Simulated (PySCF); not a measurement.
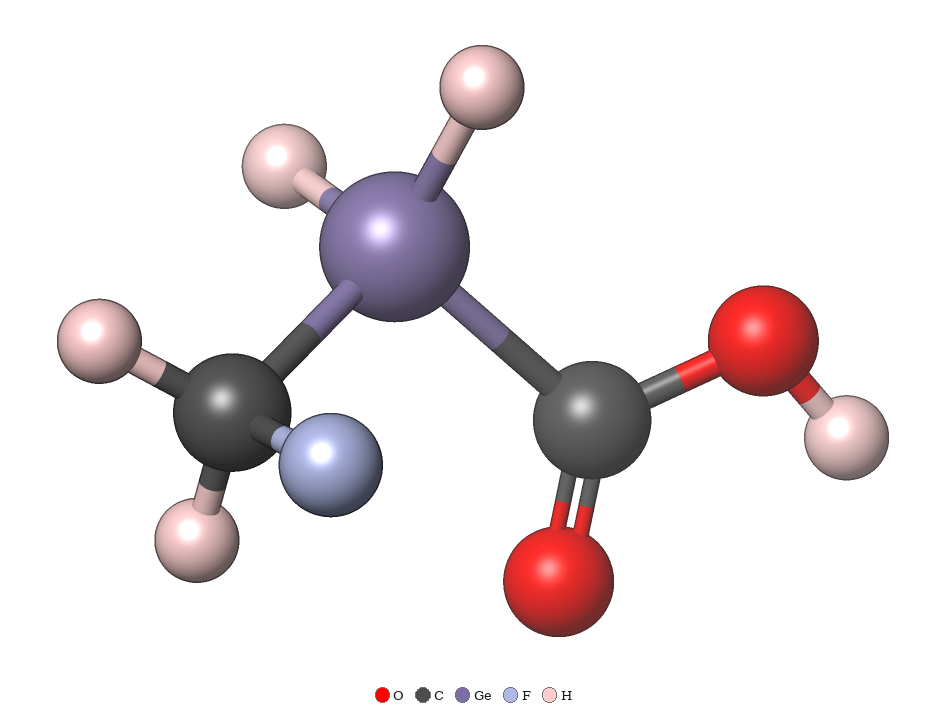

Computed geometry: PBE0-D3(BJ)/def2-SVP optimisation. No frequency run is at hand to confirm it as a minimum. Level of theory: ωB97X-D/def2-SVPD, gas phase (PySCF 2.14.0). Excitations: vertical, linear response.

Predict the main results.

The species is C₂H₅FGeO₂ (`O=[C](O)[GeH2][CH2]F`).
- dipole moment: 1.94 D
- HOMO energy (Kohn–Sham orbital): −9.90 eV
- LUMO energy (Kohn–Sham orbital): 1.07 eV
- HOMO–LUMO gap: 10.97 eV
- mean static polarisability: 63.8 bohr³
- lowest vertical singlet excitation: 5.25 eV
- its oscillator strength: 0.003
- brightest of the 10 lowest singlets: 7.56 eV
- its oscillator strength: 0.14
